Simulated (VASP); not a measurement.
Here is the system:

```yaml
crystal:
  lattice:
    - [0.00000, 2.82364, 2.82364]
    - [2.82364, 0.00000, 2.82364]
    - [2.82364, 2.82364, 0.00000]
  atoms:
    - { symbol: Be, position: [0.00000, 0.00000, 0.00000] }
    - { symbol: Te, position: [0.25000, 0.25000, 0.25000] }
```

The numbers are results of r2SCAN+rVV10, VASP's PBE PAW potentials (set 64) (plane waves; VASP), not measurements. Numerical set-up: 520 eV cut-off, 9×9×9 Γ-centred mesh, tetrahedra with Blöchl corrections, potentials Be Te.

Unless said otherwise, spin-orbit coupling is left out, though it shifts the bands of the heavy elements here.

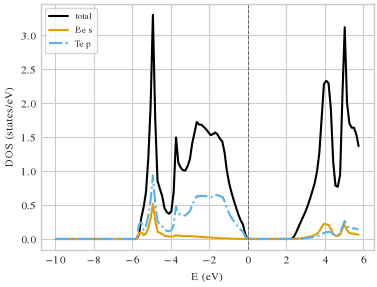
Figure. Total and projected density of states, zero at the valence-band maximum

Within 2 eV below the valence-band maximum the largest weight inside VASP's projection spheres is Te p, then Be p.

The gap is indirect, 2.29 eV, from the valence maximum at Γ to the conduction minimum at X.

The compound is BeTe in the zinc blende structure. It was relaxed first.
